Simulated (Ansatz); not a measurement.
```xyz
6

C    -0.0874   -0.6399   -0.1428
C     0.0875    0.6399    0.1428
H     0.0320   -1.4127    0.6089
H    -0.3574   -0.9691   -1.1405
H    -0.0321    1.4127   -0.6089
H     0.3575    0.9691    1.1405
```

Geometry: PBE0-D4/def2-TZVP.

Level of theory: RKS PBE0-D4/def2-TZVPP (Ansatz).

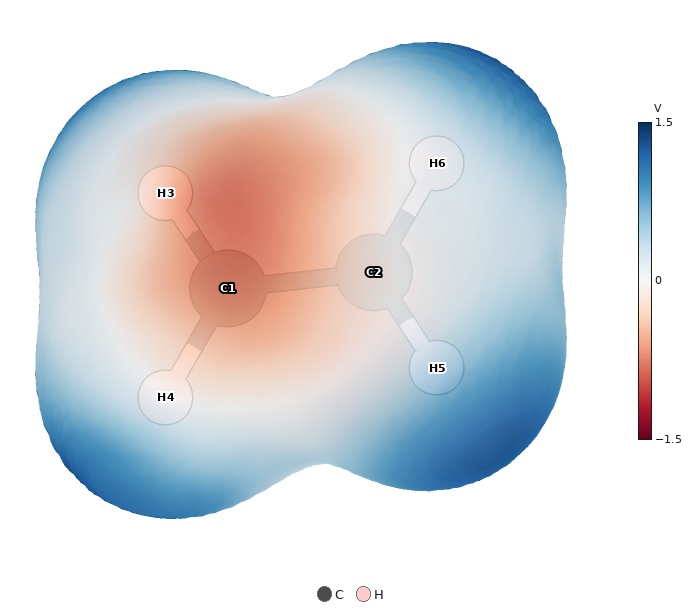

C2H4. The molecular electrostatic potential painted on the density surface at 0.004 e/bohr³, seen at a tilt; red is negative and blue positive.

> Describe the electrostatic potential map.

The most negative region (about −0.9 V, or −21 kcal/mol for a unit charge) lies over the π face of C1 and C2, the most positive (about +1.3 V, or +30 kcal/mol for a unit charge) over H3, H4, H5 and H6.
